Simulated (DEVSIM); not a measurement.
Device: Cr/Si3N4/p-Ge capacitor, at 250 K.

```csv
layer (left to right),material,thickness (nm),Na (cm⁻³)
1,Si3N4,7.20,-
2,Ge,2500,5.6e16
```

Metal gate on the left, work function 4.5 eV. Fixed charge at the semiconductor interface 2.11e12 cm⁻² (in units of +e); no interface traps.

This is a model device: material constants are rounded textbook-type values typed into the input, and sizes, dopings and lifetimes were drawn at random. Values at 300 K; Nc and Nv go as T^1.5, mobilities as T to minus their exponent, the gap by Varshni's rule with the affinity fixed.

| parameter | Si3N4 | Ge |
|---|---|---|
| gap (eV) | 5.1 | 0.664 |
| affinity (eV) | 2.1 | 4 |
| permittivity | 7.5 | 16 |
| Nc (cm⁻³) | - | 1.04e19 |
| Nv (cm⁻³) | - | 6e18 |
| Varshni α (eV/K) | - | 0.000477 |
| Varshni β (K) | - | 235 |

DEVSIM, 1D Poisson equation in equilibrium, Boltzmann statistics, complete ionisation; no quantum confinement or tunnelling. Metal contacts follow the ideal Schottky-Mott rule: no Fermi-level pinning, no interface dipoles.

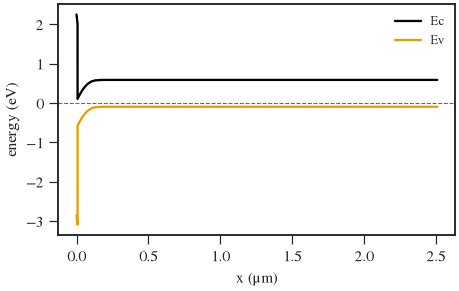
Figure. Band edges at 0.15 V on the gate

Energies count from the Fermi level of the right contact; mesh points crowd at the junctions.

| x (μm) | Ec (eV) | Ev (eV) | n (cm⁻³) | p (cm⁻³) | field (V/cm) |
|---|---|---|---|---|---|
| 0.000 | 2.250 | -2.850 | < 1e2 | < 1e2 | -340000 |
| 0.001129 | 2.211 | -2.889 | < 1e2 | < 1e2 | -340000 |
| 0.003099 | 2.144 | -2.956 | < 1e2 | < 1e2 | -340000 |
| 0.005311 | 2.069 | -3.031 | < 1e2 | < 1e2 | -340000 |
| 0.007105 | 2.007 | -3.093 | < 1e2 | < 1e2 | -340000 |
| 0.008249 | 0.112 | -0.570 | 4.3e16 | 1.4e7 | 77000 |
| 0.01086 | 0.132 | -0.551 | 1.7e16 | 3.6e7 | 75000 |
| 0.01890 | 0.190 | -0.493 | 1.2e15 | 5.3e8 | 69000 |
| 0.03406 | 0.287 | -0.395 | 1.3e13 | 4.9e10 | 59000 |
| 0.06508 | 0.441 | -0.241 | 1.0e10 | 6.2e13 | 40000 |
| 0.1304 | 0.577 | -0.106 | 1.9e7 | 3.3e16 | 5700 |
| 0.3496 | 0.588 | -0.095 | 1.1e7 | 5.6e16 | ≈ 0 |
| 0.7548 | 0.588 | -0.095 | 1.1e7 | 5.6e16 | ≈ 0 |
| 1.487 | 0.588 | -0.095 | 1.1e7 | 5.6e16 | ≈ 0 |
| 2.139 | 0.588 | -0.095 | 1.1e7 | 5.6e16 | ≈ 0 |
| 2.333 | 0.588 | -0.095 | 1.1e7 | 5.6e16 | ≈ 0 |
| 2.425 | 0.588 | -0.095 | 1.1e7 | 5.6e16 | ≈ 0 |
| 2.470 | 0.588 | -0.095 | 1.1e7 | 5.6e16 | ≈ 0 |
| 2.494 | 0.588 | -0.095 | 1.1e7 | 5.6e16 | ≈ 0 |
| 2.502 | 0.588 | -0.095 | 1.1e7 | 5.6e16 | ≈ 0 |
| 2.505 | 0.588 | -0.095 | 1.1e7 | 5.6e16 | ≈ 0 |
| 2.507 | 0.588 | -0.095 | 1.1e7 | 5.6e16 | ≈ 0 |
